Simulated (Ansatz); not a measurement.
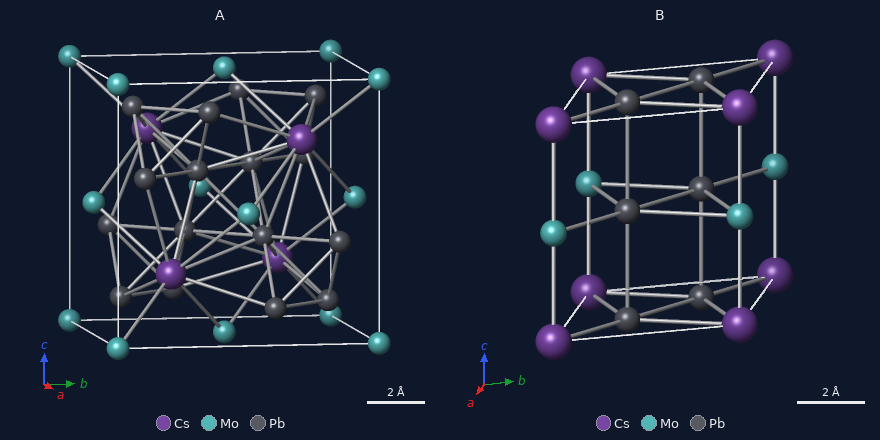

Two structures of CsMoPb$_{4}$, each relaxed to rest (conventional cells in solid outline, small ones repeated, not to one scale). Method: Ansatz, DFT PBE, scalar-relativistic, plane waves, PAW, with collinear spins.

**What structure does each panel show?**

A: 24 atoms a cell on a face-centred cubic lattice, F-43m. B: 6 atoms a cell on a primitive hexagonal lattice, P6/mmm.

**Which polymorph is favoured?**

A is lower, by 121 meV/atom at this level of theory (energies at zero smearing). Volumes: A 34.8, B 34.8 Å³/atom.

One or both may be structure types tried for this composition rather than known phases.
